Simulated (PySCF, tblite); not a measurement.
# C6H15OPSi: geometry, infrared bands and NMR shifts

Wanted: the infrared bands and NMR shifts of C6H15OPSi (`C[Si@H]1CC[P@@](C)(=O)CC1`), by calculation.

The runs use tblite 0.8.0 and PySCF 2.14.0, with density-fitted response routines of our own; the level of theory stands in each step. All values are computed, except where a source is named. Atoms are numbered from 0 throughout.

### Step 1. The molecule as given

24 atoms, charge 0, multiplicity 1; geometry from: force field or distance geometry start.

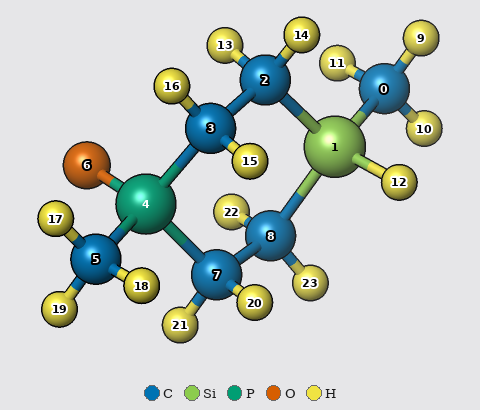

The starting geometry (carbon blue, silicon green, phosphorus teal, oxygen orange, hydrogen yellow), atoms numbered; sticks join atoms by distance.

### Step 2. Optimising the geometry with GFN2-xTB

The job: settings as JSON, then the geometry in Å.

```
{"job": {"kind": "relax", "xc": "GFN2-xTB", "basis": "xTB"}, "charge": 0, "multiplicity": 1}
C      3.343700    -0.558100    -0.452400
Si     1.696300    -0.186300     0.325400
C      0.901300     1.358500    -0.390800
C     -0.568200     1.552700     0.023100
P     -1.631100     0.163600    -0.421300
C     -3.227600     0.510800     0.280100
O     -1.669700    -0.067800    -1.914300
C     -0.963100    -1.234000     0.490700
C      0.468400    -1.610500     0.092100
H      4.031800     0.271000    -0.300600
H      3.783600    -1.456900    -0.024500
H      3.224200    -0.718900    -1.527000
H      1.854500     0.026200     1.805000
H      0.943300     1.282600    -1.488700
H      1.473000     2.249200    -0.098300
H     -0.632600     1.689900     1.129300
H     -0.964500     2.457200    -0.430200
H     -3.658800     1.402500    -0.167700
H     -3.142300     0.679100     1.366900
H     -3.902500    -0.322700     0.121500
H     -1.023400    -1.006900     1.562800
H     -1.624100    -2.097600     0.311900
H      0.487200    -1.881400    -0.955000
H      0.788900    -2.482400     0.669400
```

Launch:

```console
OMP_NUM_THREADS=1 python probes_run.py task.json out
```

The driver reads the jobs from task.json and runs them one after another.

What it wrote:

```text
step      E/eV     max force
  0    -785.13770    3.800
  1    -785.26897    2.668
  2    -785.32472    0.390
  3    -785.33317    0.250
  4    -785.34375    0.182
  5    -785.34754    0.152
  6    -785.35280    0.153
  7    -785.35501    0.105
  8    -785.35695    0.112
  9    -785.35891    0.123
 10    -785.36165    0.115
 11    -785.36454    0.133
 12    -785.36735    0.116
 13    -785.36989    0.083
 14    -785.37228    0.084
 15    -785.37436    0.084
 16    -785.37602    0.079
 17    -785.37730    0.068
 18    -785.37840    0.065
 19    -785.37943    0.068
 20    -785.38028    0.065
 21    -785.38084    0.046
 22    -785.38118    0.033
 23    -785.38146    0.040
 24    -785.38181    0.046
 25    -785.38230    0.060
 26    -785.38287    0.051
 27    -785.38341    0.046
 28    -785.38389    0.039
 29    -785.38434    0.062
 30    -785.38483    0.065
 31    -785.38529    0.046
 32    -785.38567    0.040
 33    -785.38598    0.036
 34    -785.38625    0.044
 35    -785.38648    0.033
 36    -785.38665    0.029
 37    -785.38678    0.027
 38    -785.38688    0.025
 39    -785.38695    0.019
 40    -785.38699    0.014
 41    -785.38703    0.016
 42    -785.38707    0.022
 43    -785.38713    0.028
 44    -785.38717    0.020
 45    -785.38719    0.009
```

It took 0.5 s on 1 thread of Arm Neoverse V1, shared host; peak memory 0.18 GiB.

The steps of the relaxation: (not every step is listed)

| step | energy from step 0 (eV) | largest force (eV/Å) |
| --- | --- | --- |
| 0 | 0.0000 | 3.7997 |
| 1 | -0.1313 | 2.6679 |
| 2 | -0.1870 | 0.3901 |
| 3 | -0.1955 | 0.2500 |
| 4 | -0.2061 | 0.1819 |
| 5 | -0.2098 | 0.1519 |
| 6 | -0.2151 | 0.1531 |
| 7 | -0.2173 | 0.1045 |
| 8 | -0.2192 | 0.1119 |
| 11 | -0.2268 | 0.1334 |
| 14 | -0.2346 | 0.0842 |
| 17 | -0.2396 | 0.0680 |
| 20 | -0.2426 | 0.0645 |
| 23 | -0.2438 | 0.0403 |
| 26 | -0.2452 | 0.0506 |
| 29 | -0.2466 | 0.0619 |
| 32 | -0.2480 | 0.0396 |
| 35 | -0.2488 | 0.0331 |
| 38 | -0.2492 | 0.0254 |
| 40 | -0.2493 | 0.0138 |
| 41 | -0.2493 | 0.0163 |
| 42 | -0.2494 | 0.0217 |
| 43 | -0.2494 | 0.0275 |
| 44 | -0.2495 | 0.0204 |
| 45 | -0.2495 | 0.0090 |

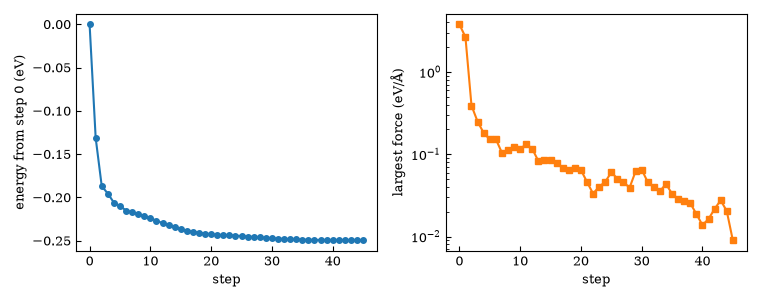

Energy and force, step by step.

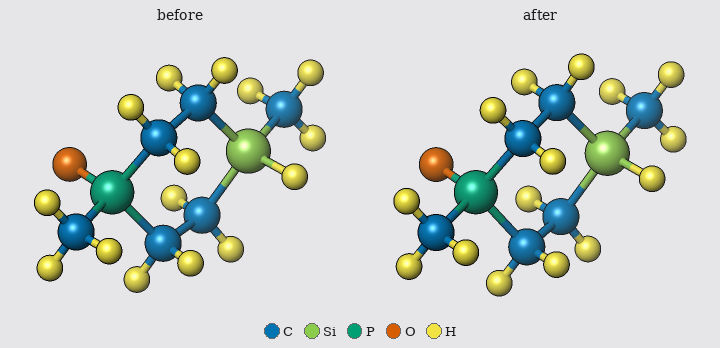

Before and after, at one scale.

Close pairs (by a distance rule), those that changed most:

| bond | before (Å) | after (Å) | change (Å) |
| --- | --- | --- | --- |
| P4–C5 | 1.778 | 1.835 | +0.057 |
| P4–O6 | 1.511 | 1.469 | -0.042 |
| P4–C7 | 1.798 | 1.835 | +0.038 |
| C0–Si1 | 1.859 | 1.895 | +0.035 |
| C3–P4 | 1.805 | 1.835 | +0.031 |
| C3–H15 | 1.117 | 1.091 | -0.026 |
| Si1–C2 | 1.879 | 1.902 | +0.022 |
| Si1–H12 | 1.503 | 1.481 | -0.022 |

The end geometry stands in the next job.

### Step 3. Harmonic vibrations with GFN2-xTB

The job: settings as JSON, then the geometry in Å.

```
{"job": {"kind": "ir", "xc": "GFN2-xTB", "basis": "xTB"}, "charge": 0, "multiplicity": 1}
C      3.330941    -0.553520    -0.442737
Si     1.644390    -0.181932     0.336708
C      0.880687     1.381704    -0.430253
C     -0.526922     1.594432     0.106649
P     -1.552588     0.159401    -0.400950
C     -3.227126     0.510349     0.262659
O     -1.543026    -0.079390    -1.850363
C     -0.940745    -1.269362     0.575205
C      0.445123    -1.631979     0.062848
H      4.017985     0.269002    -0.280666
H      3.770421    -1.440833    -0.001787
H      3.253712    -0.716596    -1.512869
H      1.775422     0.038031     1.795767
H      0.809962     1.257941    -1.513137
H      1.491965     2.267884    -0.249271
H     -0.531195     1.702135     1.191868
H     -0.990792     2.483614    -0.333400
H     -3.616058     1.384626    -0.256847
H     -3.220035     0.686540     1.333861
H     -3.864771    -0.340604     0.028622
H     -0.925899    -1.027123     1.638331
H     -1.651247    -2.087166     0.414815
H      0.362454    -1.837813    -1.006589
H      0.795606    -2.549575     0.539094
```

What it wrote:

```text
mode    cm-1     km/mol
  1      55.5      3.44
  2     117.2      0.41
  3     140.5      0.06
  4     142.2      7.06
  5     151.9      0.10
  6     167.2      6.43
  7     188.5      0.87
  8     190.7      0.14
  9     226.2      2.05
 10     283.9      1.42
 11     319.8      0.81
 12     324.6      5.34
 13     367.6     10.97
 14     444.8     29.92
 15     612.9     31.51
 16     624.9     12.92
 17     635.9     67.67
 18     678.3     60.40
 19     689.5     14.03
 20     713.7     32.11
 21     752.0     76.86
 22     757.5     10.39
 23     774.1     72.14
 24     783.3     73.93
 25     815.8      0.35
 26     823.6      8.20
 27     834.5    239.46
 28     850.1    137.13
 29     864.1    186.56
 30     888.1     10.25
 31    1043.9      5.78
 32    1053.0      8.75
 33    1058.2     21.15
 34    1065.3     15.72
 35    1127.6      0.21
 36    1138.8      1.26
 37    1252.6    162.99
 38    1262.3      4.25
 39    1270.1     62.91
 40    1283.2      3.03
 41    1290.2     43.26
 42    1312.1     30.62
 43    1371.6     13.27
 44    1425.5      0.70
 45    1438.4      0.01
 46    1441.6      2.50
 47    1444.8      3.73
 48    1464.2      5.72
 49    1468.6      0.24
 50    1481.3      0.77
 51    1489.8      0.27
 52    2124.4    331.51
 53    2919.4     28.18
 54    2921.5     42.22
 55    2961.7     39.30
 56    2963.1     31.02
 57    2969.4      5.61
 58    2973.1     43.12
 59    2977.5     17.05
 60    2978.3     56.57
 61    3004.4     13.10
 62    3004.9      3.15
 63    3036.3     19.62
 64    3046.0     19.74
 65    3061.6     35.74
 66    3062.0     16.66
```

Wall time 1.4 s (1 thread of Arm Neoverse V1, shared host); peak memory 0.18 GiB.

The strongest bands and the atoms that carry them (share of the mass-weighted mode):

| cm⁻¹ | km/mol | atoms |
| --- | --- | --- |
| 752 | 76.9 | C5 34 %, P4 31 %, H18 15 % |
| 774 | 72.1 | H14 11 %, H23 11 % |
| 783 | 73.9 | Si1 36 %, C0 34 %, H11 16 % |
| 834 | 239.5 | H11 21 %, C0 11 %, H9 10 %, H10 10 % |
| 850 | 137.1 | H10 21 %, H9 21 %, Si1 19 %, C0 10 % |
| 864 | 186.6 | P4 23 %, H19 15 %, H17 15 % |
| 1253 | 163.0 | O6 39 %, P4 25 % |
| 2124 | 331.5 | H12 97 % |

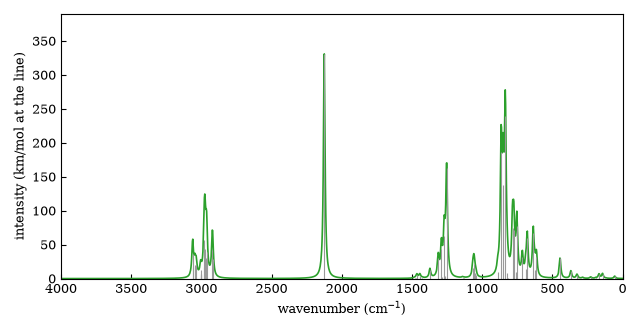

The infrared spectrum from these modes, unscaled. Lines are broadened to a width of 14 cm⁻¹ (Lorentzian).

### Step 4. NMR shieldings: PBE0/pcSseg-1

The job, as its differences from that of step 3:

```diff
@@ -1,2 +1,2 @@
-{"job": {"kind": "ir", "xc": "GFN2-xTB", "basis": "xTB"}, "charge": 0, "multiplicity": 1}
+{"job": {"kind": "nmr", "xc": "PBE0", "basis": "pcSseg-1"}, "charge": 0, "multiplicity": 1}
 C      3.330941    -0.553520    -0.442737
```

Method: GIAO PBE0/pcSseg-1 NMR shielding, non-relativistic, gas phase.

What it wrote:

```text
coarse grid: 20152 points
cycle   1  E = -942.8374147415  dE =  1.129e+00  |g| = 1.009e+00  |ddm| = 4.406e+00
cycle   2  E = -942.2949988865  dE =  5.424e-01  |g| = 1.903e+00  |ddm| = 3.827e+00
cycle   3  E = -943.0295403105  dE = -7.345e-01  |g| = 2.892e-01  |ddm| = 3.180e+00
cycle   4  E = -943.0479964720  dE = -1.846e-02  |g| = 7.028e-02  |ddm| = 3.234e-01
cycle   5  E = -943.0491200984  dE = -1.124e-03  |g| = 1.450e-02  |ddm| = 6.666e-02
cycle   6  E = -943.0491674439  dE = -4.735e-05  |g| = 5.260e-03  |ddm| = 2.088e-02
cycle   7  E = -943.0491743240  dE = -6.880e-06  |g| = 8.541e-04  |ddm| = 5.687e-03
final grid: 182888 points
cycle   8  E = -943.1142604229  dE = -3.846e-05  |g| = 1.235e-02  |ddm| = 3.371e-02
cycle   9  E = -943.1142199191  dE =  4.050e-05  |g| = 1.881e-02  |ddm| = 2.756e-02
cycle  10  E = -943.1142932846  dE = -7.337e-05  |g| = 3.213e-03  |ddm| = 1.934e-02
cycle  11  E = -943.1142952901  dE = -2.005e-06  |g| = 1.573e-04  |ddm| = 3.065e-03
cycle  12  E = -943.1142952937  dE = -3.685e-09  |g| = 8.395e-05  |ddm| = 2.553e-04
cycle  13  E = -943.1142952953  dE = -1.517e-09  |g| = 2.706e-05  |ddm| = 1.065e-04
cycle  14  E = -943.1142952954  dE = -1.739e-10  |g| = 5.038e-06  |ddm| = 2.919e-05
converged SCF energy = -943.1142952954

GIAO shielding tensors (ppm)
atom      isotropic    diamagn.    paramagn.     s11        s22        s33       span
  0 C      191.420     252.475     -61.055    188.413    190.101    195.747      7.334
  1 Si     367.891     881.720    -513.829    357.809    365.090    380.775     22.966
  2 C      179.477     255.190     -75.713    171.274    179.809    187.347     16.073
  3 C      156.325     259.045    -102.720    147.380    150.834    170.761     23.380
  4 P      311.907     966.444    -654.537    229.195    234.710    471.815    242.620
  5 C      166.829     256.135     -89.306    150.837    158.493    191.156     40.319
  6 O      247.752     397.843    -150.091    125.526    295.891    321.840    196.314
  7 C      156.347     259.041    -102.694    147.395    150.862    170.785     23.390
  8 C      179.489     255.192     -75.703    171.285    179.835    187.346     16.060
  9 H       31.697      28.971       2.726     26.786     28.915     39.390     12.604
 10 H       31.696      28.972       2.723     26.785     28.915     39.387     12.603
 11 H       31.628      30.793       0.835     26.859     29.925     38.101     11.242
 12 H       27.505      31.064      -3.558     24.581     25.744     32.191      7.610
 13 H       30.057      33.601      -3.544     26.028     29.669     34.473      8.446
 14 H       30.742      31.822      -1.081     24.800     28.896     38.529     13.730
 15 H       30.437      34.596      -4.159     27.198     29.504     34.608      7.411
 16 H       29.704      32.555      -2.851     24.421     28.570     36.123     11.702
 17 H       30.315      28.966       1.349     26.510     28.130     36.304      9.794
 18 H       31.020      31.460      -0.439     26.996     29.209     36.856      9.859
 19 H       30.316      28.973       1.343     26.508     28.135     36.304      9.796
 20 H       30.440      34.599      -4.160     27.202     29.505     34.612      7.410
 21 H       29.707      32.558      -2.851     24.423     28.569     36.128     11.705
 22 H       30.056      33.602      -3.546     26.027     29.672     34.470      8.443
 23 H       30.743      31.827      -1.084     24.799     28.898     38.531     13.733
```

Run time: 63 s. Hardware: 1 thread of Arm Neoverse V1, shared host; peak memory 1.1 GiB.

Shifts follow as δ = σ(reference) − σ, with reference shieldings (ppm) from runs at the same level and on the same kind of geometry: ¹H TMS 31.72, ¹³C TMS 186.9, ²⁹Si TMS 349.2, ¹⁷O H2O 336.1, ³¹P H3PO4 318.4. The references are single molecules in the gas phase, so shifts against H2O, NH3, PH3, H3PO4 or CFCl3 are not on the usual liquid scales and can be off by tens of ppm. Atoms listed in one row are averaged.

```
        atoms                                                environment  σ (ppm)  δ (ppm)  δ scaled to CDCl3
       C3, C7                                        sp3 CH2 bonded to P    156.3     30.6               27.9
           C5                                  methyl carbon bonded to P    166.8     20.1               17.7
       C2, C8                                       sp3 CH2 bonded to Si    179.5      7.4                5.3
           C0                                 methyl carbon bonded to Si    191.4     -4.5               -6.3
          H12  hydrogen on a silicon bonded to 3 C, in a 6-membered ring    27.51     4.21                  –
     H16, H21                         hydrogen on an sp3 CH2 bonded to P    29.71     2.01               2.00
     H13, H22                        hydrogen on an sp3 CH2 bonded to Si    30.06     1.66               1.67
     H15, H20                         hydrogen on an sp3 CH2 bonded to P    30.44     1.28               1.31
H17, H18, H19                    hydrogen on a methyl carbon bonded to P    30.55     1.17               1.21
     H14, H23                        hydrogen on an sp3 CH2 bonded to Si    30.74     0.97               1.02
 H9, H10, H11                   hydrogen on a methyl carbon bonded to Si    31.67     0.04               0.15
          Si1             silicon bonded to 3 C, H, in a 6-membered ring    367.9    -18.7                  –
           P4          phosphorus bonded to 3 C, O, in a 6-membered ring    311.9      6.5                  –
           O6                                                 P=O oxygen    247.8     88.3                  –
```

The scaled column applies a straight-line fit of computed shieldings to shifts measured in CDCl3 (root-mean-square error 0.16 ppm for H, 1.9 ppm for C).

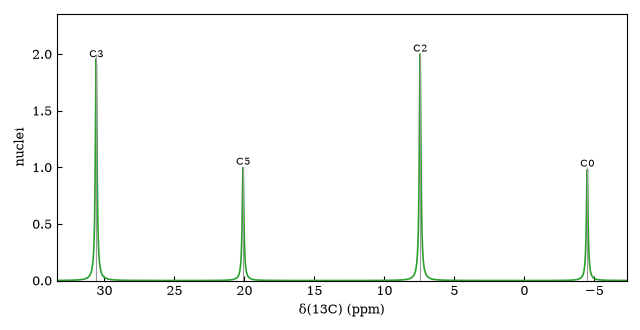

¹³C lines at the computed shifts, without couplings. Lines are broadened to a width of 0.14 ppm (Lorentzian).

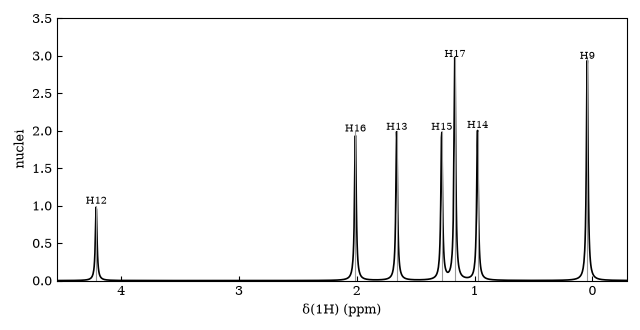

¹H lines at the computed shifts, without couplings. Lines are broadened to a width of 0.02 ppm (Lorentzian).

The run also stored atomic charges by several schemes (e):

```csv
atoms,Mulliken,IAO,Hirshfeld,ESP fit
C0,-0.62,-0.72,-0.21,-0.84
Si1,0.80,0.91,0.37,0.69
"C2, C8",-0.52,-0.54,-0.16,-0.30
"C3, C7",-0.43,-0.51,-0.11,-0.30
P4,0.79,1.52,0.44,1.00
C5,-0.47,-0.69,-0.16,-0.85
O6,-0.61,-0.94,-0.41,-0.67
```

Hirshfeld charges:

C0 -0.21; Si1 0.37; C2 -0.16; C3 -0.11; P4 0.44; C5 -0.16; O6 -0.41; C7 -0.11; C8 -0.16; H9 0.04; H10 0.04; H11 0.05; H12 -0.09; H13 0.04; H14 0.04; H15 0.04; H16 0.05; H17 0.05; H18 0.05; H19 0.05; H20 0.04; H21 0.05; H22 0.04; H23 0.04

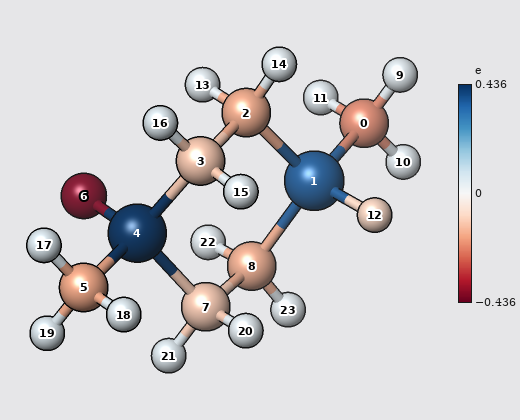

Hirshfeld charges, as colours on the atoms.

Mayer bond orders: C0–Si1 0.98, Si1–C2 0.90, C2–C3 1.03, C3–P4 0.91, P4–C5 0.97, P4–O6 1.83, P4–C7 0.91, C7–C8 1.03, C8–Si1 0.90.

Ring of atoms Si1, C2, C3, P4, C7, C8: NICS(0) -1.4, NICS(1) -1.9, NICS(1)zz 5.0 ppm (means of both faces).

### Step 5. Outcome

```
                                                               quantity                                         value
                              strongest single infrared mode (GFN2-xTB)                         2124 cm⁻¹, 332 km/mol
                                           zero-point energy (GFN2-xTB)                                123.5 kcal/mol
¹³C shifts against TMS (PBE0/pcSseg-1, means over atoms taken as alike)                     30.6, 20.1, 7.4, -4.5 ppm
 ¹H shifts against TMS (PBE0/pcSseg-1, means over atoms taken as alike)  4.21, 2.01, 1.66, 1.28, 1.17, 0.97, 0.04 ppm
                                ²⁹Si shifts against TMS (PBE0/pcSseg-1)                                     -18.7 ppm
                               ³¹P shifts against H3PO4 (PBE0/pcSseg-1)                                       6.5 ppm
                                 ¹⁷O shifts against H2O (PBE0/pcSseg-1)                                      88.3 ppm
```

In words: Over 45 steps the energy fell by 0.249 eV; of the close pairs, P4–C5 changed most, 1.778 to 1.835 Å. All 66 modes are real, so the xTB geometry is a minimum. The strongest single mode, at 2124 cm⁻¹, moves mainly H12. GFN2-xTB is a fitted tight-binding method: band positions and strengths are rough. Its intensities can rank the bands wrongly. At PBE0/pcSseg-1: The largest span, 243 ppm, is at P4, where the paramagnetic term is -655 ppm.
